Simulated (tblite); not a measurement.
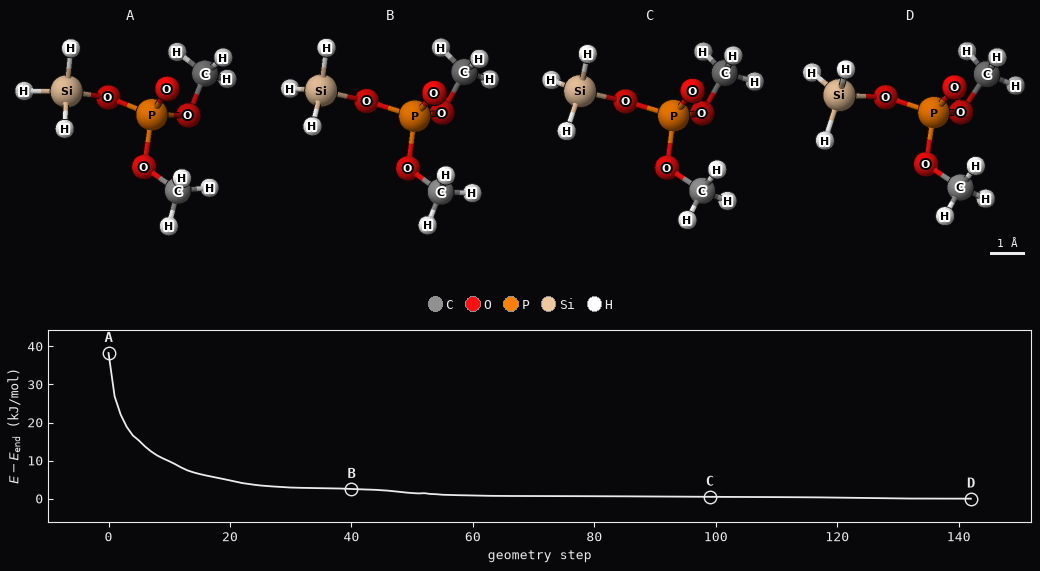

Frames of a relaxation of C₂H₉O₄PSi, marked on the history of the run. The picture is a ball-and-stick view, seen at a tilt.

These are results of GFN2-xTB geometry optimisation, gas phase in tblite 0.8.0, not measurements. 

### What happens along the run?

The energy falls by 38.3 kJ/mol in 142 geometry steps. An H atom moves most after the best rigid fit: 0.92 Å. By element the largest moves are H 0.92 Å, O 0.32 Å, Si 0.27 Å, C 0.13 Å, P 0.09 Å. Near-neighbour distances that change, for instance: O–P 1.507 → 1.462 Å, O–P 1.623 → 1.598 Å, H–Si 1.484 → 1.459 Å, O–P 1.594 → 1.570 Å. Bond angles that change, for instance: P–O–Si 110.9° → 130.4°, O–Si–H 108.9° → 97.6°, H–Si–H 108.4° → 113.8°. Groups turn about C–O by about 35°, C–O by about 30°, O–Si by about 25°. Cost: 0.82 s on 1 thread of Arm Neoverse V2, on a shared host. From step 0 to 40: an H atom moves most (0.39 Å), energy −35.7 kJ/mol. From step 40 to 99: an H atom moves most (0.45 Å), energy −2.05 kJ/mol. From step 99 to 142: an H atom moves most (0.56 Å), energy −0.48 kJ/mol.

| step | E − E(0), kJ/mol |
| --- | --- |
| 0 | 0.00 |
| 1 | -11.37 |
| 2 | -16.17 |
| 3 | -19.41 |
| 4 | -21.65 |
| 5 | -22.97 |
| 6 | -24.53 |
| 7 | -25.83 |
| 8 | -26.90 |
| 9 | -27.70 |
| 10 | -28.42 |
| 17 | -32.48 |
| 24 | -34.60 |
| 31 | -35.38 |
| 38 | -35.58 |
| 45 | -36.02 |
| 52 | -36.81 |
| 59 | -37.39 |
| 66 | -37.55 |
| 73 | -37.58 |
| 79 | -37.60 |
| 86 | -37.65 |
| 93 | -37.74 |
| 100 | -37.78 |
| 107 | -37.81 |
| 114 | -37.87 |
| 121 | -38.02 |
| 128 | -38.18 |
| 135 | -38.23 |
| 142 | -38.25 |
